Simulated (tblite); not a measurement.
# Geometry relaxation, with input and output: C3H8NO2Si2 (part 2 of 2)

Continued. System: C3H8NO2Si2, multiplicity 2. Method: GFN2-xTB geometry optimisation, gas phase (tblite 0.8.0). It belongs to a series of runs on one base structure; here: H removed from Si.

Geometry of the input (Å):
```
N  2.7604  0.4744  -0.8457
C  2.0409  -0.5820  -0.3606
O  2.5682  -1.4688  0.3321
Si 0.1794  -0.7153  -0.7186
C  -0.8655  -0.6722  0.9486
C  -2.1787  0.1138  0.6490
Si -1.7892  1.4607  -0.7068
O  -0.4518  0.6982  -1.4614
H  2.3223  1.2017  -1.3992
H  3.7373  0.5358  -0.6397
H  -0.2272  -1.8987  -1.5316
H  -0.2670  -0.1391  1.6875
H  -1.0728  -1.6792  1.3185
H  -2.9269  -0.5592  0.2306
H  -2.5783  0.5832  1.5614
H  -1.2588  2.6556  0.0017
```

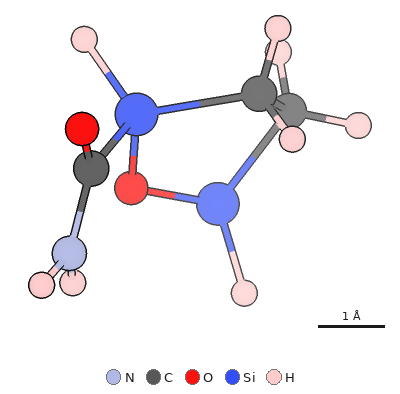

Figure 1. The geometry at step 79 of the log (ball-and-stick view, seen at a tilt).

### Trajectory as extended XYZ, continued
```
16
Properties=species:S:1:pos:R:3:forces:R:3 step=54 energy=-681.19254
N     2.6462    0.5119   -0.8084   -0.0010   0.0030   0.0000
C     2.0716   -0.6265   -0.3657   -0.0050  -0.0020   0.0030
O     2.7247   -1.5299    0.1212    0.0010  -0.0190   0.0050
Si    0.1798   -0.7462   -0.5905   -0.0060  -0.0020  -0.0100
C    -0.9052   -0.6810    0.9774    0.0050  -0.0020   0.0000
C    -2.1652    0.1203    0.6124    0.0060   0.0020  -0.0160
Si   -1.6443    1.4305   -0.6815    0.0010   0.0170   0.0130
O    -0.2965    0.6650   -1.2770   -0.0100   0.0050  -0.0020
H     2.0951    1.2109   -1.2725   -0.0190   0.0100   0.0000
H     3.6498    0.6109   -0.7838    0.0160   0.0070   0.0090
H    -0.1737   -1.8328   -1.5012   -0.0050  -0.0090   0.0020
H    -0.3703   -0.1692    1.7810    0.0060   0.0070  -0.0030
H    -1.1763   -1.6631    1.3617    0.0070  -0.0040   0.0070
H    -2.9035   -0.5578    0.1799   -0.0060  -0.0030   0.0140
H    -2.6259    0.5631    1.4966    0.0050  -0.0080  -0.0180
H    -1.1138    2.7028   -0.1839    0.0050  -0.0010  -0.0060
16
Properties=species:S:1:pos:R:3:forces:R:3 step=57 energy=-681.19278
N     2.6444    0.5161   -0.8033    0.0010  -0.0010  -0.0010
C     2.0700   -0.6255   -0.3675    0.0110  -0.0090  -0.0010
O     2.7234   -1.5328    0.1123   -0.0040  -0.0040   0.0020
Si    0.1786   -0.7475   -0.5919   -0.0080   0.0000   0.0060
C    -0.9045   -0.6807    0.9778   -0.0070   0.0070  -0.0030
C    -2.1649    0.1204    0.6103    0.0030  -0.0040   0.0060
Si   -1.6422    1.4333   -0.6803   -0.0100  -0.0130   0.0030
O    -0.3008    0.6611   -1.2820    0.0010   0.0000   0.0020
H     2.0920    1.2152   -1.2666   -0.0030   0.0010   0.0070
H     3.6489    0.6122   -0.7836   -0.0080   0.0100   0.0090
H    -0.1709   -1.8403   -1.4958   -0.0110  -0.0070  -0.0060
H    -0.3692   -0.1677    1.7808   -0.0010   0.0090  -0.0140
H    -1.1760   -1.6619    1.3653    0.0090   0.0070  -0.0070
H    -2.9041   -0.5583    0.1797    0.0110   0.0030  -0.0020
H    -2.6276    0.5632    1.4931    0.0090  -0.0010   0.0000
H    -1.1048    2.7022   -0.1825    0.0070   0.0020   0.0000
16
Properties=species:S:1:pos:R:3:forces:R:3 step=61 energy=-681.19300
N     2.6436    0.5156   -0.8012   -0.0040  -0.0110   0.0020
C     2.0688   -0.6268   -0.3676   -0.0040  -0.0100  -0.0010
O     2.7197   -1.5352    0.1141   -0.0060   0.0210  -0.0130
Si    0.1765   -0.7479   -0.5950    0.0140  -0.0100  -0.0190
C    -0.9030   -0.6795    0.9761    0.0160  -0.0010  -0.0040
C    -2.1633    0.1198    0.6110   -0.0090   0.0110  -0.0060
Si   -1.6441    1.4337   -0.6787    0.0150   0.0160  -0.0070
O    -0.3045    0.6605   -1.2847    0.0010  -0.0040   0.0050
H     2.0909    1.2154   -1.2635   -0.0010  -0.0050   0.0090
H     3.6478    0.6148   -0.7791   -0.0080   0.0040   0.0110
H    -0.1737   -1.8439   -1.4965   -0.0060   0.0120   0.0040
H    -0.3653   -0.1640    1.7752    0.0060   0.0100   0.0060
H    -1.1710   -1.6605    1.3652    0.0000  -0.0020   0.0050
H    -2.9011   -0.5588    0.1793   -0.0090  -0.0090  -0.0040
H    -2.6256    0.5622    1.4934   -0.0030   0.0000   0.0180
H    -1.1032    2.7035   -0.1823   -0.0030  -0.0220  -0.0080
16
Properties=species:S:1:pos:R:3:forces:R:3 step=65 energy=-681.19343
N     2.6351    0.5202   -0.7910   -0.0060   0.0060  -0.0050
C     2.0671   -0.6318   -0.3742    0.0010   0.0050  -0.0020
O     2.7225   -1.5437    0.0932    0.0080  -0.0060  -0.0040
Si    0.1752   -0.7551   -0.5981   -0.0070   0.0050   0.0090
C    -0.9004   -0.6759    0.9754   -0.0050   0.0040   0.0050
C    -2.1627    0.1214    0.6088    0.0100  -0.0010   0.0030
Si   -1.6385    1.4360   -0.6788    0.0030  -0.0190  -0.0100
O    -0.3075    0.6518   -1.2888    0.0140   0.0010  -0.0220
H     2.0760    1.2227   -1.2407   -0.0090   0.0070  -0.0020
H     3.6383    0.6282   -0.7727   -0.0010  -0.0110   0.0200
H    -0.1784   -1.8578   -1.4884   -0.0100   0.0060  -0.0120
H    -0.3627   -0.1529    1.7700    0.0090  -0.0080   0.0000
H    -1.1674   -1.6550    1.3705    0.0020   0.0090   0.0120
H    -2.8973   -0.5594    0.1734   -0.0010   0.0150   0.0120
H    -2.6257    0.5616    1.4928   -0.0040  -0.0110  -0.0080
H    -1.0812    2.6987   -0.1857   -0.0040  -0.0010   0.0040
16
Properties=species:S:1:pos:R:3:forces:R:3 step=68 energy=-681.19391
N     2.6268    0.5244   -0.7825   -0.0020   0.0110   0.0030
C     2.0638   -0.6351   -0.3811   -0.0020   0.0020  -0.0030
O     2.7231   -1.5501    0.0746    0.0130  -0.0150   0.0020
Si    0.1725   -0.7610   -0.6033   -0.0150   0.0030   0.0130
C    -0.8966   -0.6710    0.9745   -0.0010  -0.0050   0.0060
C    -2.1606    0.1237    0.6076    0.0140  -0.0200   0.0130
Si   -1.6325    1.4348   -0.6821   -0.0180  -0.0280  -0.0120
O    -0.3096    0.6432   -1.3006    0.0000  -0.0040  -0.0020
H     2.0635    1.2308   -1.2211    0.0080   0.0050  -0.0030
H     3.6294    0.6366   -0.7559   -0.0100   0.0000   0.0080
H    -0.1868   -1.8678   -1.4850   -0.0090   0.0010  -0.0170
H    -0.3551   -0.1422    1.7632    0.0010  -0.0080  -0.0070
H    -1.1609   -1.6472    1.3788   -0.0020   0.0090   0.0070
H    -2.8948   -0.5576    0.1721    0.0110   0.0050  -0.0010
H    -2.6263    0.5577    1.4932    0.0080   0.0190  -0.0180
H    -1.0635    2.6898   -0.1867    0.0020   0.0240   0.0110
16
Properties=species:S:1:pos:R:3:forces:R:3 step=72 energy=-681.19428
N     2.6215    0.5236   -0.7783   -0.0050  -0.0060   0.0150
C     2.0609   -0.6392   -0.3826    0.0040  -0.0070   0.0000
O     2.7213   -1.5538    0.0733   -0.0100   0.0160  -0.0160
Si    0.1692   -0.7640   -0.6086    0.0120  -0.0140  -0.0090
C    -0.8912   -0.6698    0.9736    0.0000  -0.0020   0.0020
C    -2.1556    0.1226    0.6086   -0.0070   0.0180  -0.0160
Si   -1.6328    1.4324   -0.6848    0.0120   0.0240   0.0100
O    -0.3108    0.6411   -1.3061   -0.0070  -0.0050   0.0100
H     2.0580    1.2320   -1.2134    0.0050   0.0020  -0.0030
H     3.6229    0.6410   -0.7412    0.0040   0.0020   0.0030
H    -0.1972   -1.8683   -1.4914   -0.0010   0.0070  -0.0060
H    -0.3447   -0.1372    1.7555    0.0040   0.0020   0.0090
H    -1.1537   -1.6429    1.3847   -0.0040  -0.0110   0.0100
H    -2.8894   -0.5577    0.1720    0.0000  -0.0160   0.0060
H    -2.6223    0.5585    1.4924    0.0070   0.0160  -0.0020
H    -1.0636    2.6907   -0.1879   -0.0160  -0.0240  -0.0110
16
Properties=species:S:1:pos:R:3:forces:R:3 step=75 energy=-681.19461
N     2.6134    0.5286   -0.7673    0.0050   0.0030   0.0110
C     2.0577   -0.6425   -0.3892    0.0090   0.0040   0.0010
O     2.7233   -1.5589    0.0552   -0.0090   0.0030  -0.0110
Si    0.1664   -0.7715   -0.6118    0.0030  -0.0020   0.0010
C    -0.8879   -0.6679    0.9749   -0.0070   0.0020  -0.0020
C    -2.1528    0.1235    0.6065    0.0000   0.0080   0.0010
Si   -1.6292    1.4311   -0.6878    0.0020  -0.0010  -0.0010
O    -0.3144    0.6319   -1.3123    0.0050   0.0020  -0.0010
H     2.0515    1.2401   -1.1995   -0.0030  -0.0100   0.0020
H     3.6145    0.6476   -0.7263    0.0060   0.0010   0.0000
H    -0.2050   -1.8736   -1.4940    0.0000  -0.0070  -0.0050
H    -0.3379   -0.1303    1.7516   -0.0040   0.0000  -0.0040
H    -1.1509   -1.6374    1.3954    0.0000  -0.0010  -0.0040
H    -2.8852   -0.5600    0.1717    0.0020   0.0010   0.0140
H    -2.6190    0.5646    1.4878    0.0000  -0.0010   0.0030
H    -1.0523    2.6838   -0.1892   -0.0080  -0.0020  -0.0050
16
Properties=species:S:1:pos:R:3:forces:R:3 step=79 energy=-681.19473
N     2.6100    0.5326   -0.7595    0.0010   0.0050   0.0070
C     2.0584   -0.6436   -0.3922   -0.0100  -0.0020  -0.0030
O     2.7266   -1.5629    0.0412    0.0110  -0.0190   0.0030
Si    0.1665   -0.7759   -0.6109   -0.0020   0.0040  -0.0060
C    -0.8884   -0.6670    0.9758    0.0090  -0.0020  -0.0030
C    -2.1517    0.1256    0.6057   -0.0010  -0.0070   0.0040
Si   -1.6252    1.4302   -0.6899   -0.0060  -0.0050  -0.0070
O    -0.3123    0.6275   -1.3134    0.0010   0.0010  -0.0010
H     2.0437    1.2418   -1.1895    0.0010   0.0050  -0.0020
H     3.6113    0.6531   -0.7244    0.0000   0.0010   0.0000
H    -0.2072   -1.8786   -1.4928    0.0060   0.0040   0.0070
H    -0.3379   -0.1279    1.7509    0.0030  -0.0010   0.0000
H    -1.1523   -1.6354    1.3985   -0.0020   0.0030  -0.0050
H    -2.8832   -0.5592    0.1723   -0.0110   0.0010   0.0000
H    -2.6192    0.5669    1.4861    0.0040   0.0060   0.0060
H    -1.0468    2.6819   -0.1921   -0.0040   0.0060  -0.0020
16
Properties=species:S:1:pos:R:3:forces:R:3 step=82 energy=-681.19484
N     2.6102    0.5338   -0.7537   -0.0110  -0.0120   0.0060
C     2.0576   -0.6446   -0.3928    0.0100  -0.0120   0.0010
O     2.7243   -1.5657    0.0399   -0.0020   0.0070  -0.0080
Si    0.1657   -0.7766   -0.6145    0.0070   0.0070   0.0020
C    -0.8862   -0.6669    0.9742   -0.0030   0.0040   0.0000
C    -2.1506    0.1253    0.6070   -0.0020   0.0040  -0.0080
Si   -1.6272    1.4282   -0.6925    0.0000   0.0070   0.0080
O    -0.3123    0.6279   -1.3150   -0.0060   0.0050  -0.0030
H     2.0446    1.2404   -1.1891    0.0090   0.0060   0.0040
H     3.6117    0.6541   -0.7181   -0.0090  -0.0020   0.0000
H    -0.2097   -1.8783   -1.4966    0.0080   0.0030   0.0080
H    -0.3342   -0.1267    1.7474    0.0070  -0.0020   0.0030
H    -1.1500   -1.6344    1.3986    0.0030  -0.0030  -0.0030
H    -2.8835   -0.5604    0.1774   -0.0120   0.0060   0.0030
H    -2.6154    0.5704    1.4874    0.0110  -0.0060  -0.0010
H    -1.0524    2.6825   -0.1938   -0.0090  -0.0110  -0.0120
16
Properties=species:S:1:pos:R:3:forces:R:3 step=86 energy=-681.19508
N     2.6071    0.5372   -0.7387    0.0050  -0.0050  -0.0100
C     2.0573   -0.6484   -0.3962    0.0050   0.0040   0.0040
O     2.7247   -1.5735    0.0265    0.0000   0.0100  -0.0090
Si    0.1657   -0.7770   -0.6179   -0.0030   0.0010   0.0060
C    -0.8841   -0.6651    0.9721   -0.0040  -0.0040  -0.0010
C    -2.1500    0.1264    0.6074    0.0040   0.0000   0.0040
Si   -1.6295    1.4249   -0.6968   -0.0110  -0.0020  -0.0060
O    -0.3133    0.6265   -1.3195   -0.0070  -0.0020   0.0020
H     2.0447    1.2421   -1.1813   -0.0040   0.0000   0.0120
H     3.6087    0.6571   -0.7088    0.0010  -0.0100   0.0080
H    -0.2092   -1.8805   -1.4972    0.0020  -0.0020   0.0010
H    -0.3291   -0.1242    1.7432   -0.0060  -0.0050  -0.0040
H    -1.1475   -1.6319    1.3983    0.0080  -0.0050  -0.0010
H    -2.8885   -0.5589    0.1862    0.0070   0.0050  -0.0010
H    -2.6079    0.5746    1.4897    0.0050   0.0050   0.0000
H    -1.0565    2.6797   -0.2014    0.0000   0.0110  -0.0050
16
Properties=species:S:1:pos:R:3:forces:R:3 step=90 energy=-681.19530
N     2.5982    0.5423   -0.7198    0.0050  -0.0010  -0.0090
C     2.0569   -0.6539   -0.4026   -0.0110   0.0050  -0.0090
O     2.7314   -1.5844   -0.0048    0.0010  -0.0070   0.0060
Si    0.1645   -0.7832   -0.6195    0.0020  -0.0040  -0.0130
C    -0.8816   -0.6637    0.9713    0.0100  -0.0020   0.0010
C    -2.1459    0.1295    0.6071   -0.0050   0.0020   0.0030
Si   -1.6288    1.4221   -0.7043    0.0100   0.0050   0.0060
O    -0.3148    0.6187   -1.3250   -0.0010  -0.0040  -0.0010
H     2.0307    1.2480   -1.1539   -0.0040   0.0160   0.0080
H     3.5993    0.6651   -0.6944    0.0140  -0.0040   0.0040
H    -0.2125   -1.8898   -1.4940    0.0020   0.0000   0.0000
H    -0.3233   -0.1199    1.7374    0.0000   0.0010   0.0110
H    -1.1430   -1.6285    1.4032   -0.0060  -0.0030  -0.0030
H    -2.8873   -0.5548    0.1905   -0.0040  -0.0060   0.0000
H    -2.5991    0.5826    1.4889   -0.0050   0.0070   0.0080
H    -1.0524    2.6789   -0.2145   -0.0080  -0.0040  -0.0130
16
Properties=species:S:1:pos:R:3:forces:R:3 step=93 energy=-681.19547
N     2.5994    0.5427   -0.7152    0.0050   0.0010  -0.0060
C     2.0552   -0.6540   -0.4055    0.0050  -0.0030  -0.0100
O     2.7288   -1.5873   -0.0119   -0.0090  -0.0060   0.0080
Si    0.1634   -0.7826   -0.6244   -0.0010  -0.0010   0.0040
C    -0.8793   -0.6633    0.9689   -0.0050   0.0060   0.0060
C    -2.1457    0.1302    0.6095    0.0050  -0.0020   0.0040
Si   -1.6340    1.4200   -0.7076    0.0020  -0.0110   0.0100
O    -0.3200    0.6175   -1.3296    0.0040  -0.0010  -0.0070
H     2.0335    1.2520   -1.1462    0.0170   0.0110   0.0140
H     3.6013    0.6615   -0.6817   -0.0090   0.0090  -0.0080
H    -0.2111   -1.8916   -1.4952   -0.0050  -0.0090  -0.0110
H    -0.3201   -0.1188    1.7340    0.0040  -0.0020   0.0070
H    -1.1379   -1.6287    1.4013   -0.0110   0.0030  -0.0050
H    -2.8907   -0.5542    0.1985    0.0040   0.0020   0.0110
H    -2.5920    0.5875    1.4933   -0.0060  -0.0060  -0.0080
H    -1.0584    2.6780   -0.2225   -0.0020   0.0090  -0.0090
16
Properties=species:S:1:pos:R:3:forces:R:3 step=97 energy=-681.19594
N     2.5979    0.5440   -0.7007   -0.0010  -0.0150   0.0030
C     2.0550   -0.6596   -0.4155    0.0020   0.0010   0.0120
O     2.7293   -1.5998   -0.0392   -0.0150   0.0130  -0.0090
Si    0.1623   -0.7869   -0.6304   -0.0050  -0.0030   0.0040
C    -0.8748   -0.6628    0.9683    0.0000  -0.0030  -0.0060
C    -2.1410    0.1334    0.6154    0.0000   0.0050  -0.0050
Si   -1.6389    1.4123   -0.7144   -0.0090   0.0090  -0.0290
O    -0.3238    0.6119   -1.3367    0.0010  -0.0020   0.0080
H     2.0316    1.2655   -1.1101    0.0100   0.0050   0.0060
H     3.5991    0.6637   -0.6620    0.0050   0.0100  -0.0080
H    -0.2110   -1.8984   -1.5003   -0.0070   0.0070   0.0080
H    -0.3124   -0.1202    1.7329    0.0050  -0.0180  -0.0050
H    -1.1353   -1.6288    1.3982   -0.0020   0.0060   0.0080
H    -2.8937   -0.5494    0.2166    0.0050  -0.0070   0.0050
H    -2.5788    0.6000    1.4984    0.0020  -0.0090   0.0060
H    -1.0731    2.6839   -0.2547    0.0070   0.0010   0.0000
16
Properties=species:S:1:pos:R:3:forces:R:3 step=100 energy=-681.19613
N     2.5925    0.5473   -0.6840    0.0050   0.0110  -0.0020
C     2.0530   -0.6632   -0.4234   -0.0060   0.0040   0.0050
O     2.7305   -1.6092   -0.0690   -0.0010  -0.0070   0.0030
Si    0.1601   -0.7929   -0.6341    0.0020   0.0060  -0.0030
C    -0.8715   -0.6612    0.9671    0.0000  -0.0020  -0.0010
C    -2.1370    0.1373    0.6164   -0.0020   0.0000  -0.0030
Si   -1.6403    1.4088   -0.7240   -0.0010   0.0000   0.0020
O    -0.3275    0.6033   -1.3441    0.0000   0.0060   0.0000
H     2.0255    1.2761   -1.0792   -0.0030   0.0020   0.0030
H     3.5934    0.6703   -0.6462    0.0070  -0.0030  -0.0040
H    -0.2142   -1.9079   -1.4986   -0.0080   0.0050   0.0070
H    -0.3049   -0.1192    1.7287    0.0090  -0.0040  -0.0020
H    -1.1325   -1.6249    1.4017   -0.0090   0.0000   0.0030
H    -2.8929   -0.5467    0.2261    0.0010  -0.0050  -0.0040
H    -2.5694    0.6076    1.5001    0.0040   0.0000   0.0020
H    -1.0726    2.6835   -0.2718    0.0020  -0.0130  -0.0070
16
Properties=species:S:1:pos:R:3:forces:R:3 step=104 energy=-681.19624
N     2.5979    0.5464   -0.6890    0.0000  -0.0030   0.0050
C     2.0532   -0.6604   -0.4207    0.0060   0.0050  -0.0040
O     2.7267   -1.6077   -0.0617    0.0000   0.0050   0.0010
Si    0.1606   -0.7891   -0.6336   -0.0010   0.0030   0.0030
C    -0.8727   -0.6626    0.9669    0.0000  -0.0010   0.0010
C    -2.1383    0.1367    0.6175    0.0030  -0.0050   0.0020
Si   -1.6441    1.4083   -0.7239   -0.0040  -0.0070   0.0030
O    -0.3281    0.6069   -1.3423    0.0010   0.0010  -0.0020
H     2.0327    1.2774   -1.0827    0.0000  -0.0010   0.0030
H     3.5993    0.6663   -0.6510   -0.0030  -0.0040  -0.0030
H    -0.2132   -1.9036   -1.4985   -0.0060   0.0000   0.0010
H    -0.3050   -0.1244    1.7304   -0.0020   0.0020  -0.0020
H    -1.1361   -1.6268    1.3989    0.0010  -0.0020  -0.0020
H    -2.8943   -0.5481    0.2283    0.0020   0.0030  -0.0010
H    -2.5691    0.6063    1.5026    0.0020   0.0010  -0.0050
H    -1.0770    2.6833   -0.2753    0.0020   0.0030   0.0000
```

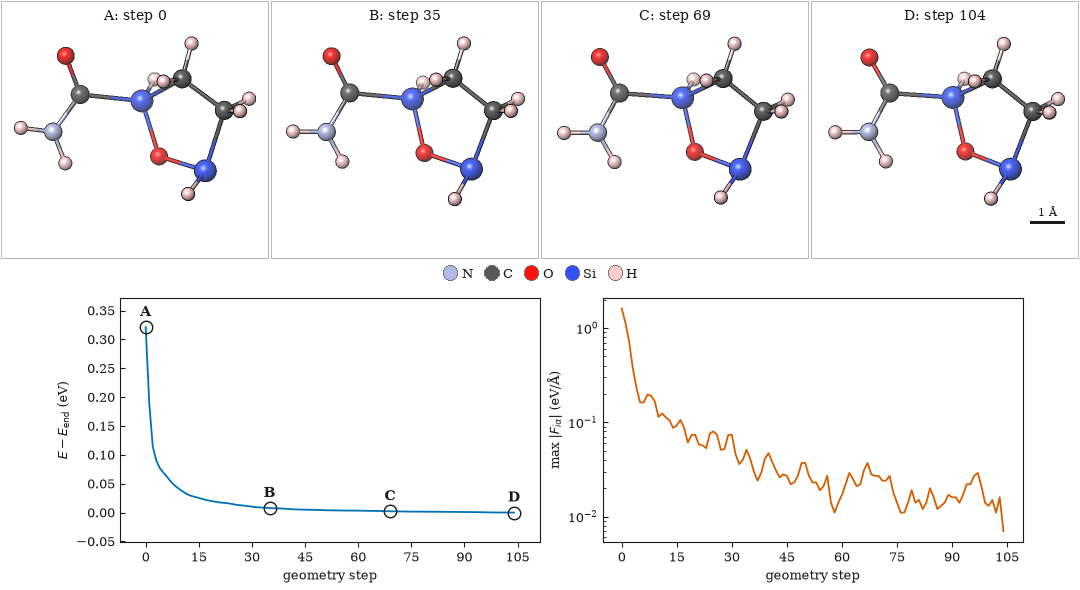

Figure 2. Frames of the relaxation (ball-and-stick view, seen at a tilt) above the curves, on which the letters mark them (steps are counted from 0).

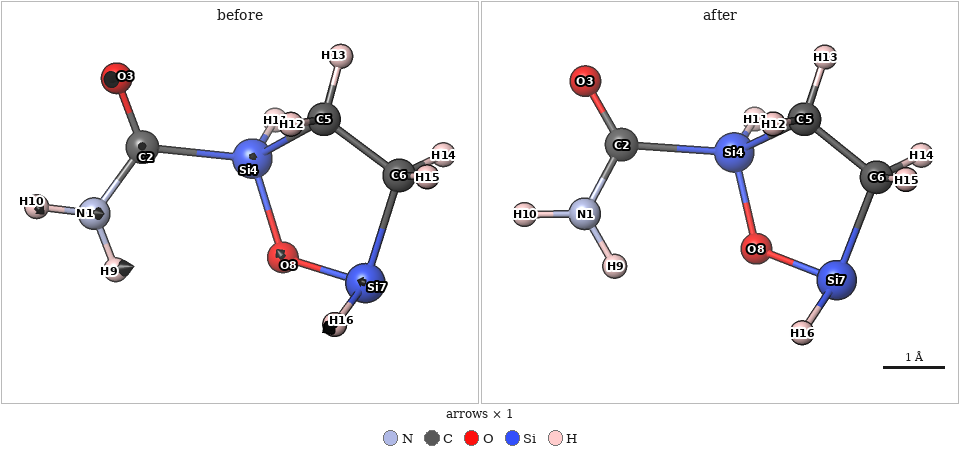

Figure 3. Before (left) and after (right) the relaxation, at one scale (ball-and-stick view, seen at a tilt). The black arrows give the displacements, at true length. The largest move after the best rigid fit is that of O3, 0.45 Å. Largest moves by element: O 0.45 Å, H 0.43 Å, N 0.23 Å, Si 0.15 Å, C 0.10 Å. Among the contacts that change: Si4–O8 1.717 → 1.640 Å, Si4–C5 1.968 → 1.909 Å, Si7–O8 1.714 → 1.660 Å, C6–Si7 1.950 → 1.913 Å. Among the angles that change: C6–Si7–H16 107.2° → 117.6°, C2–Si4–O8 112.6° → 106.6°, C2–Si4–C5 111.0° → 116.0°. The energy falls by 0.321 eV in 104 geometry steps. Largest force component: 1.6 eV/Å at the start, 0.007 eV/Å at the end. (Atoms are counted from 1 in the order of the input.)

### Results in brief

| quantity | value |
| --- | --- |
| outcome | converged |
| total energy | −681.1962 eV |
| wall time | 0.87 s |
| peak memory | 0.18 GiB |
